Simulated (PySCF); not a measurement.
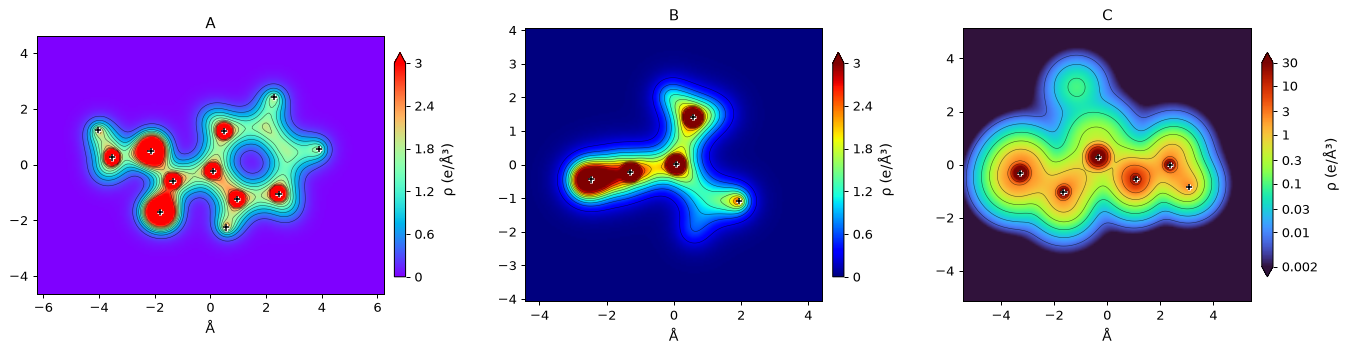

The electron density of 3 systems, each on a plane through atoms (crosses mark nuclei in the plane).

Theory: DFT single point, gas phase, functional wB97X (PySCF).

System 1: C$_{4}$H$_{11}$ClO$_{3}$Si (chloromethyltrimethoxysilane), the plane of atoms Si3, C4 and Cl5. Geometry: PBE0-D3(BJ)/ma-def2-SVP.

```yaml
atoms:
  - { symbol: C, position_ang: [-2.0803, -0.8911, -1.5841] }
  - { symbol: O, position_ang: [-1.3239, -1.1489, -0.4268] }
  - { symbol: Si, position_ang: [0.0523, -0.3636, 0.0265] }
  - { symbol: C, position_ang: [0.7063, -1.3991, 1.4458] }
  - { symbol: Cl, position_ang: [2.1750, -0.6453, 2.1525] }
  - { symbol: O, position_ang: [-0.2091, 1.2026, 0.4887] }
  - { symbol: C, position_ang: [-0.8231, 1.6254, 1.6783] }
  - { symbol: O, position_ang: [1.0616, -0.2945, -1.2680] }
  - { symbol: C, position_ang: [2.1299, 0.5959, -1.4828] }
  - { symbol: H, position_ang: [-2.5357, 0.1136, -1.5533] }
  - { symbol: H, position_ang: [-2.8868, -1.6363, -1.6440] }
  - { symbol: H, position_ang: [-1.4605, -0.9676, -2.4927] }
  - { symbol: H, position_ang: [0.9795, -2.4056, 1.0999] }
  - { symbol: H, position_ang: [-0.0351, -1.5076, 2.2504] }
  - { symbol: H, position_ang: [-0.9322, 2.7194, 1.6449] }
  - { symbol: H, position_ang: [-0.2111, 1.3681, 2.5604] }
  - { symbol: H, position_ang: [-1.8277, 1.1837, 1.8023] }
  - { symbol: H, position_ang: [3.0284, 0.2744, -0.9308] }
  - { symbol: H, position_ang: [1.8699, 1.6192, -1.1672] }
  - { symbol: H, position_ang: [2.3628, 0.6035, -2.5578] }
```

System 2: C$_{4}$H$_{6}$N (SMILES CC(C)=C=[N-]) (charge −1), the plane of atoms C3, C2 and C4. Geometry: PBE0-D3(BJ)/ma-def2-SVP.

```xyz
11

C     0.0972    1.4811   -0.0803
C     0.2890    0.0084    0.1158
C    -0.9208   -0.8533   -0.0794
C     1.5528   -0.5419    0.0142
N     2.6416   -1.0148   -0.0470
H     1.0336    2.0379    0.0907
H    -0.6604    1.9092    0.6123
H    -1.7499   -0.5882    0.6129
H    -1.3661   -0.7869   -1.1080
H    -0.6920   -1.9182    0.0932
H    -0.2554    1.7614   -1.1089
```

System 3: C$_{8}$H$_{12}$O$_{2}$ (SMILES COC(=O)C1=CCCCC1), the plane of atoms C3, C5 and C6. Geometry: PBE0-D3(BJ)/ma-def2-SVP.

```xyz
22

C     3.7880   -0.1008   -0.5498
O     2.3847   -0.2740   -0.6237
C     1.6501    0.4691    0.2191
O     2.1482    1.2424    1.0036
C     0.1948    0.2210    0.0517
C    -0.6422    0.9266    0.8331
C    -2.1295    0.8247    0.7589
C    -2.6045    0.0885   -0.4894
C    -1.7533   -1.1493   -0.7422
C    -0.2894   -0.7809   -0.9614
H     4.0620    0.9505   -0.7212
H     4.2169   -0.7385   -1.3315
H     4.1673   -0.4023    0.4379
H    -0.1979    1.6134    1.5610
H    -2.5661    1.8367    0.8106
H    -2.4905    0.3138    1.6724
H    -2.5301    0.7634   -1.3601
H    -3.6684   -0.1784   -0.3917
H    -2.1323   -1.7127   -1.6091
H    -1.8322   -1.8252    0.1278
H    -0.1429   -0.3700   -1.9769
H     0.3462   -1.6786   -0.9230
```

Match each panel to its system.

Answer. Panel A is system 3, C$_{8}$H$_{12}$O$_{2}$: the plane holds C, O and H. C–O (1.21 Å): ρ is about 3.3 e/Å³ halfway. Panel B is system 2, C$_{4}$H$_{6}$N: the plane holds C, N and H. C–N (1.19 Å): ρ at the midpoint is about 3.3 e/Å³. Panel C is system 1, C$_{4}$H$_{11}$ClO$_{3}$Si: the plane holds C, O, Si, Cl and H. C–O (1.41 Å): ρ is about 2 e/Å³ halfway, with its minimum of 1.7 e/Å³ about 0.5 Å from C.
